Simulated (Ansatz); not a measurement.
# Run report: AlHCl$_{3}$F, nudged elastic band

- system: AlHCl$_{3}$F
- method: UKS BLYP-D4/cc-pVDZ (Ansatz 0.2.0)

One setting was made poor on purpose. It belongs to a series of runs on one base structure; here: band between the two ends. Figures and captions count atoms from 1; the log counts them from 0 in places.

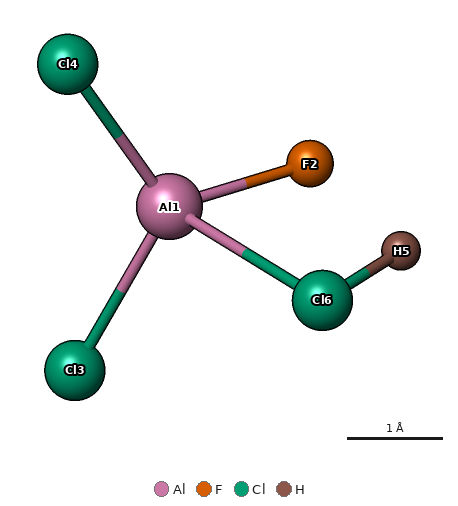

*The structure as given in the input (ball-and-stick view, seen at a tilt; atoms are numbered from 1 in the order of the input). Sticks mark near contacts.*

### Input file
```yaml
crystal:
  periodic: [false, false, false]
  atoms:
    - { symbol: Al, position_ang: [-0.544418, -0.395357, 0.272685] }
    - { symbol: F, position_ang: [-1.058363, 1.166333, -0.222131] }
    - { symbol: Cl, position_ang: [-0.94756, -2.028806, -1.028558] }
    - { symbol: Cl, position_ang: [-0.208553, -0.715926, 2.348359] }
    - { symbol: H, position_ang: [0.975361, 1.498587, -0.794345] }
    - { symbol: Cl, position_ang: [1.783633, 0.475068, -0.57611] }
magnetization:
  spin_polarized: true
basis:
  gaussian: { orbitals: cc-pVDZ }
hamiltonian:
  xc: blyp
  dispersion: d4
neb:
  order_check: false
  images: 7
  f_tol: 0.05
  max_iterations: 60
  max_displacement: 0.5
  optimiser: lbfgs
  final_atoms:
    - { symbol: Al, position_ang: [-0.03227797, -0.55164409, 0.22126516] }
    - { symbol: F, position_ang: [-0.69620887, 1.28405235, -0.34801156] }
    - { symbol: Cl, position_ang: [-1.05793411, -1.90828597, -1.05499366] }
    - { symbol: Cl, position_ang: [-0.31623848, -0.59298279, 2.32819483] }
    - { symbol: H, position_ang: [0.21000069, 1.53493293, -0.63982924] }
    - { symbol: Cl, position_ang: [1.89275874, 0.23382657, -0.50672553] }
  initial_path:
    images:
      - { positions_ang: [[-0.544418, -0.395357, 0.272685], [-1.058363, 1.166333, -0.222131], [-0.94756, -2.028806, -1.028558], [-0.208553, -0.715926, 2.348359], [0.975361, 1.498587, -0.794345], [1.783633, 0.475068, -0.57611]] }
      - { positions_ang: [[-0.48413553, -0.45677262, 0.28436002], [-0.98859941, 1.20225728, -0.2514213], [-0.95568179, -1.98679969, -1.05370942], [-0.21355179, -0.66915773, 2.34268795], [0.82921201, 1.44975033, -0.74579571], [1.81285651, 0.46062144, -0.57622154]] }
      - { positions_ang: [[-0.42385306, -0.51818825, 0.29603504], [-0.91883583, 1.23818155, -0.2807116], [-0.96380357, -1.94479338, -1.07886084], [-0.21855058, -0.62238946, 2.33701689], [0.68306302, 1.40091366, -0.69724641], [1.84208002, 0.44617488, -0.57633308]] }
      - { positions_ang: [[-0.36357059, -0.57960387, 0.30771006], [-0.84907224, 1.27410583, -0.31000189], [-0.97192536, -1.90278707, -1.10401227], [-0.22354937, -0.57562119, 2.33134584], [0.53691403, 1.35207699, -0.64869712], [1.87130353, 0.43172832, -0.57644463]] }
      - { positions_ang: [[-0.30328812, -0.6410195, 0.31938509], [-0.77930866, 1.3100301, -0.33929219], [-0.98004714, -1.86078076, -1.12916369], [-0.22854816, -0.52885292, 2.32567479], [0.39076503, 1.30324032, -0.60014783], [1.90052704, 0.41728176, -0.57655617]] }
      - { positions_ang: [[-0.23553558, -0.61867565, 0.29485511], [-0.75853371, 1.30353566, -0.34147203], [-0.99951888, -1.87265706, -1.11062118], [-0.25047074, -0.54488539, 2.3263048], [0.34557395, 1.36116347, -0.61006818], [1.89858497, 0.37141796, -0.55909851]] }
      - { positions_ang: [[-0.16778304, -0.59633179, 0.27032512], [-0.73775876, 1.29704122, -0.34365188], [-1.01899063, -1.88453336, -1.09207868], [-0.27239332, -0.56091786, 2.32693481], [0.30038286, 1.41908662, -0.61998853], [1.89664289, 0.32555417, -0.54164085]] }
      - { positions_ang: [[-0.10003051, -0.57398794, 0.24579514], [-0.71698382, 1.29054679, -0.34583172], [-1.03846237, -1.89640967, -1.07353617], [-0.2943159, -0.57695032, 2.32756482], [0.25519177, 1.47700978, -0.62990888], [1.89470082, 0.27969037, -0.52418319]] }
      - { positions_ang: [[-0.03227797, -0.55164409, 0.22126516], [-0.69620887, 1.28405235, -0.34801156], [-1.05793411, -1.90828597, -1.05499366], [-0.31623848, -0.59298279, 2.32819483], [0.21000069, 1.53493293, -0.63982924], [1.89275874, 0.23382657, -0.50672553]] }
```

Hardware: 2 threads of Intel Xeon (Granite Rapids), 16 GiB of memory available, shared host.

Run as:
```bash
ansatz run input.yaml --threads 2 --pin off --max-ram 3072MiB --backend cpu --events-out ev --progress --plain --runs-dir out
```

### The program's output
```
Engine: ansatz 0.2.0, x86_64-unknown-linux-gnu
Functional definition: BLYP
  parameter beta = 0.0042
  parameter a = 0.04918
  parameter b = 0.132
  parameter c = 0.2533
  parameter d = 0.349
  exchange = b88_x(beta = beta)
  correlation = lyp_c(a = a, b = b, c = c, d = d)
1239 factors; their error is unknown
mean field evaluation 1: about -46900.6088 eV, gradient 3.0e1 eV
mean field evaluation 2: about -46885.4672 eV, gradient 7.5e1 eV
mean field evaluation 4: about -46903.8218 eV, gradient 3.0e0 eV
mean field evaluation 8: about -46903.8653 eV, gradient 4.0e-2 eV
mean field evaluation 16: about -46903.7806 eV, gradient 2.4e-5 eV
mean field -46903.78064844 eV, -1723.6821463059 hartree, gradient 2.4e-5 eV, S^2 0.000000; 0 other end points of the search recorded, 0 dependent functions left out
the calculation of the forces begins
reference -46903.78099371 eV, -1723.6821589942 hartree; 37, 37 occupied and 54, 54 virtual orbitals, 1239 factors
1239 factors; their error is unknown
mean field -46903.82277704 eV, -1723.6836945033 hartree, gradient 3.6e-5 eV, S^2 0.000000; 0 other end points of the search recorded, 0 dependent functions left out
[... from here on the field's lines of each further geometry are left out, up to the last ...]
NEB iter   1: max|band force component| = 3.345e0 eV/Å  barrier→ = 0.8054 eV  barrier← = 0.8549 eV  Δτ_max = 0.0555 Å  (238 SCF iters)
NEB iter   2: max|band force component| = 2.417e0 eV/Å  barrier→ = 0.4337 eV  barrier← = 0.4832 eV  Δτ_max = 0.1618 Å  (196 SCF iters)
NEB iter   3: max|band force component| = 1.528e0 eV/Å  barrier→ = 0.1600 eV  barrier← = 0.2095 eV  Δτ_max = 0.0483 Å  (204 SCF iters)
NEB iter   4: max|band force component| = 3.822e-1 eV/Å  barrier→ = 0.0947 eV  barrier← = 0.1442 eV  CI = image 3  Δτ_max = 0.0059 Å  (195 SCF iters)
NEB iter   5: max|band force component| = 2.492e-1 eV/Å  barrier→ = 0.0924 eV  barrier← = 0.1419 eV  CI = image 3  Δτ_max = 0.0173 Å  (184 SCF iters)
NEB iter   6: max|band force component| = 1.710e-1 eV/Å  barrier→ = 0.0902 eV  barrier← = 0.1397 eV  CI = image 3  Δτ_max = 0.0141 Å  (194 SCF iters)
NEB iter   7: max|band force component| = 3.201e-1 eV/Å  barrier→ = 0.0887 eV  barrier← = 0.1382 eV  CI = image 3  Δτ_max = 0.0048 Å  (190 SCF iters)
NEB iter   8: max|band force component| = 1.147e-1 eV/Å  barrier→ = 0.0884 eV  barrier← = 0.1379 eV  CI = image 3  Δτ_max = 0.0065 Å  (154 SCF iters)
NEB iter   9: max|band force component| = 2.099e-1 eV/Å  barrier→ = 0.0875 eV  barrier← = 0.1370 eV  CI = image 3  Δτ_max = 0.0031 Å  (174 SCF iters)
NEB iter  10: max|band force component| = 9.304e-2 eV/Å  barrier→ = 0.0873 eV  barrier← = 0.1368 eV  CI = image 3  Δτ_max = 0.0063 Å  (151 SCF iters)
NEB iter  11: max|band force component| = 2.101e-1 eV/Å  barrier→ = 0.0864 eV  barrier← = 0.1359 eV  CI = image 3  Δτ_max = 0.0031 Å  (164 SCF iters)
NEB iter  12: max|band force component| = 7.968e-2 eV/Å  barrier→ = 0.0862 eV  barrier← = 0.1357 eV  CI = image 3  Δτ_max = 0.0049 Å  (152 SCF iters)
NEB iter  13: max|band force component| = 1.858e-1 eV/Å  barrier→ = 0.0856 eV  barrier← = 0.1351 eV  CI = image 3  Δτ_max = 0.0027 Å  (160 SCF iters)
NEB iter  14: max|band force component| = 6.718e-2 eV/Å  barrier→ = 0.0854 eV  barrier← = 0.1349 eV  CI = image 3  Δτ_max = 0.0038 Å  (144 SCF iters)
NEB iter  15: max|band force component| = 1.533e-1 eV/Å  barrier→ = 0.0850 eV  barrier← = 0.1344 eV  CI = image 3  Δτ_max = 0.0023 Å  (153 SCF iters)
NEB iter  16: max|band force component| = 5.956e-2 eV/Å  barrier→ = 0.0848 eV  barrier← = 0.1343 eV  CI = image 3  Δτ_max = 0.0042 Å  (142 SCF iters)
NEB iter  17: max|band force component| = 1.618e-1 eV/Å  barrier→ = 0.0843 eV  barrier← = 0.1338 eV  CI = image 3  Δτ_max = 0.0024 Å  (159 SCF iters)
NEB iter  18: max|band force component| = 5.057e-2 eV/Å  barrier→ = 0.0842 eV  barrier← = 0.1337 eV  CI = image 3  Δτ_max = 0.0025 Å  (141 SCF iters)
NEB iter  19: max|band force component| = 1.141e-1 eV/Å  barrier→ = 0.0839 eV  barrier← = 0.1334 eV  CI = image 3  Δτ_max = 0.0017 Å  (145 SCF iters)
NEB iter  20: max|band force component| = 4.530e-2 eV/Å  barrier→ = 0.0838 eV  barrier← = 0.1333 eV  CI = image 3  Δτ_max = 0.0292 Å  (141 SCF iters)
NEB iter  21: max|band force component| = 9.710e-2 eV/Å  barrier→ = 0.0820 eV  barrier← = 0.1315 eV  CI = image 3  Δτ_max = 0.0301 Å  (28 SCF iters)
the calculation of the forces begins
reference -46903.81704566 eV, -1723.6834838788 hartree; 37, 37 occupied and 54, 54 virtual orbitals, 1239 factors
1239 factors; their error is unknown
mean field evaluation 992: about -46903.6921 eV, gradient 9.9e-6 eV
mean field -46903.69212151 eV, -1723.6788930011 hartree, gradient 9.9e-6 eV, S^2 0.000000; 1 other end points of the search recorded, 0 dependent functions left out
the calculation of the forces begins
reference -46903.69246169 eV, -1723.6789055025 hartree; 37, 37 occupied and 54, 54 virtual orbitals, 1239 factors
NEB iter  22: max|band force component| = 1.393e-2 eV/Å  barrier→ = 0.0820 eV  barrier← = 0.1315 eV  CI = image 3  Δτ_max = 0.0000 Å  (381 SCF iters)
```

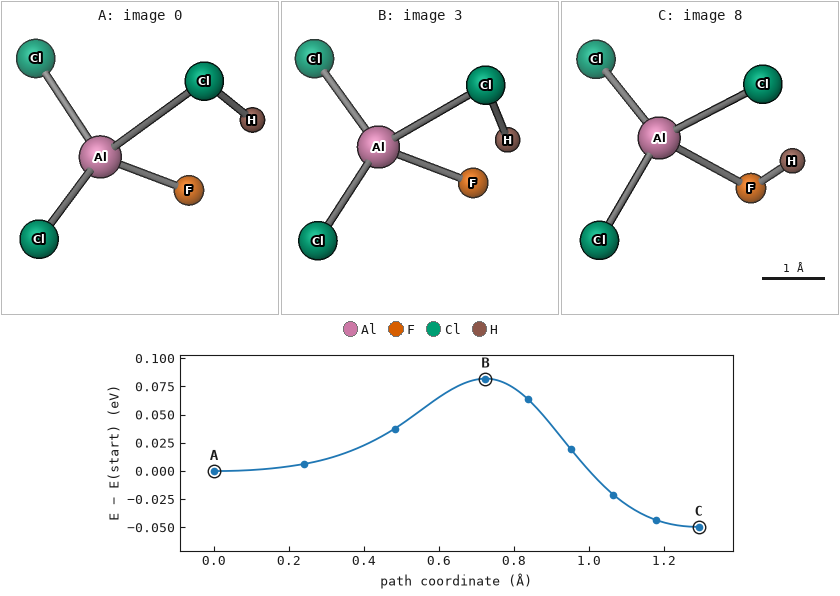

*Images of the last band (counted from 0; ball-and-stick, seen at a tilt) above the energy along the path; the line is a cubic interpolation that uses the forces.*

The highest image is number 3, 0.082 eV above the start and 0.131 eV above the end (the climbing image); the end lies 0.049 eV below the start. The path is 1.29 Å long. The band converged in 22 iterations.

```
Total energy: -46904.08628616 eV, -1723.6933782849 hartree
Atom 0 at    -0.277131    -0.443534     0.232972 Å, force    -0.001245    -0.000136     0.000153 eV/Å
Atom 1 at    -0.733552     1.247536    -0.324298 Å, force    -0.007946     0.000493     0.001548 eV/Å
Atom 2 at    -1.007701    -1.960606    -1.057611 Å, force     0.000393     0.000644     0.000903 eV/Å
Atom 3 at    -0.263716    -0.638692     2.345451 Å, force     0.000005     0.000017    -0.001270 eV/Å
Atom 4 at     0.508126     1.317884    -0.623255 Å, force     0.000857     0.001920    -0.000725 eV/Å
Atom 5 at     1.774075     0.477310    -0.573358 Å, force     0.007937    -0.002939    -0.000609 eV/Å
Dipole moment:     0.167915     0.247213    -0.132704 e Å
this run last wrote the band of iteration 22 to [file]; this run last wrote the band within `neb.f_tol` of iteration 20 to [file]
```

### The last band as extended XYZ (Å, eV, eV/Å)
```
6
Properties=species:S:1:pos:R:3:forces:R:3 image=0 energy=-46904.16793
Al   -0.5444   -0.3954    0.2727   -0.0008  -0.0033   0.0004
F    -1.0584    1.1663   -0.2221   -0.0015   0.0095  -0.0022
Cl   -0.9476   -2.0288   -1.0286    0.0015  -0.0028  -0.0008
Cl   -0.2086   -0.7159    2.3484    0.0023  -0.0012   0.0013
H     0.9754    1.4986   -0.7943    0.0010  -0.0044   0.0006
Cl    1.7836    0.4751   -0.5761   -0.0024   0.0022   0.0008
6
Properties=species:S:1:pos:R:3:forces:R:3 image=1 energy=-46904.16160
Al   -0.4886   -0.4000    0.2626   -0.0202   0.0053   0.0016
F    -0.9444    1.1906   -0.2558   -0.0334  -0.0027   0.0087
Cl   -0.9616   -2.0084   -1.0419    0.0042  -0.0062   0.0056
Cl   -0.2200   -0.6909    2.3496    0.0030  -0.0084  -0.0014
H     0.8186    1.4065   -0.7262    0.0387   0.0137  -0.0137
Cl    1.7962    0.5020   -0.5885    0.0077  -0.0016  -0.0007
6
Properties=species:S:1:pos:R:3:forces:R:3 image=2 energy=-46904.13024
Al   -0.3943   -0.4137    0.2472   -0.1056   0.0311   0.0098
F    -0.8348    1.2129   -0.2884   -0.0851  -0.0300   0.0301
Cl   -0.9836   -1.9818   -1.0553    0.0182  -0.0188   0.0052
Cl   -0.2391   -0.6595    2.3491    0.0178  -0.0198   0.0029
H     0.6674    1.3312   -0.6638    0.1515   0.0063  -0.0350
Cl    1.7845    0.5107   -0.5890    0.0031   0.0312  -0.0130
6
Properties=species:S:1:pos:R:3:forces:R:3 image=3 energy=-46904.08595
Al   -0.2771   -0.4435    0.2330   -0.0012  -0.0001   0.0002
F    -0.7336    1.2475   -0.3243   -0.0079   0.0005   0.0015
Cl   -1.0077   -1.9606   -1.0576    0.0004   0.0006   0.0009
Cl   -0.2637   -0.6387    2.3455    0.0000   0.0000  -0.0013
H     0.5081    1.3179   -0.6233    0.0009   0.0019  -0.0007
Cl    1.7741    0.4773   -0.5734    0.0079  -0.0029  -0.0006
6
Properties=species:S:1:pos:R:3:forces:R:3 image=4 energy=-46904.10427
Al   -0.2242   -0.4637    0.2293    0.1516  -0.0510  -0.0146
F    -0.7004    1.2671   -0.3393    0.0828   0.0506  -0.0376
Cl   -1.0170   -1.9523   -1.0580   -0.0220   0.0166   0.0015
Cl   -0.2737   -0.6311    2.3437   -0.0230   0.0149  -0.0030
H     0.4321    1.3379   -0.6145   -0.2150   0.0620   0.0232
Cl    1.7833    0.4419   -0.5613    0.0256  -0.0932   0.0306
6
Properties=species:S:1:pos:R:3:forces:R:3 image=5 energy=-46904.14842
Al   -0.1693   -0.4864    0.2261    0.2054  -0.0862  -0.0123
F    -0.6824    1.2840   -0.3499    0.0569   0.0574  -0.0345
Cl   -1.0285   -1.9427   -1.0569   -0.0296   0.0265   0.0016
Cl   -0.2856   -0.6227    2.3411   -0.0315   0.0233  -0.0072
H     0.3649    1.3721   -0.6131   -0.2571   0.1283   0.0064
Cl    1.8010    0.3957   -0.5474    0.0559  -0.1493   0.0459
6
Properties=species:S:1:pos:R:3:forces:R:3 image=6 energy=-46904.18884
Al   -0.1156   -0.5113    0.2241    0.1387  -0.0621  -0.0073
F    -0.6807    1.2928   -0.3537    0.0102   0.0198  -0.0092
Cl   -1.0403   -1.9315   -1.0559   -0.0213   0.0218   0.0007
Cl   -0.2978   -0.6133    2.3376   -0.0230   0.0193  -0.0066
H     0.3087    1.4192   -0.6192   -0.1581   0.1160  -0.0107
Cl    1.8258    0.3440   -0.5330    0.0534  -0.1148   0.0331
6
Properties=species:S:1:pos:R:3:forces:R:3 image=7 energy=-46904.21130
Al   -0.0691   -0.5355    0.2235    0.0581  -0.0150  -0.0097
F    -0.6875    1.2908   -0.3517   -0.0095  -0.0026   0.0048
Cl   -1.0506   -1.9181   -1.0571   -0.0096   0.0056   0.0015
Cl   -0.3079   -0.6011    2.3337   -0.0104   0.0055  -0.0002
H     0.2581    1.4733   -0.6291   -0.0528   0.0604  -0.0128
Cl    1.8571    0.2905   -0.5194    0.0241  -0.0540   0.0164
6
Properties=species:S:1:pos:R:3:forces:R:3 image=8 energy=-46904.21743
Al   -0.0323   -0.5516    0.2213    0.0070  -0.0087  -0.0015
F    -0.6962    1.2841   -0.3480    0.0001   0.0036   0.0041
Cl   -1.0579   -1.9083   -1.0550   -0.0017  -0.0015  -0.0026
Cl   -0.3162   -0.5930    2.3282    0.0002   0.0022   0.0022
H     0.2100    1.5349   -0.6398    0.0043   0.0019  -0.0065
Cl    1.8928    0.2338   -0.5067   -0.0099   0.0025   0.0043
```

### Summary

```json
{"quantity": "outcome", "value": "converged"}
{"quantity": "barrier, forward", "value": "0.082 eV"}
{"quantity": "barrier, backward", "value": "0.132 eV"}
{"quantity": "wall time", "value": "3.6 min (CPU time 7 min)"}
{"quantity": "peak memory", "value": "0.2 GiB"}
```

### Notes

A deliberately poor setting: step length. The order of the saddle point was not checked.
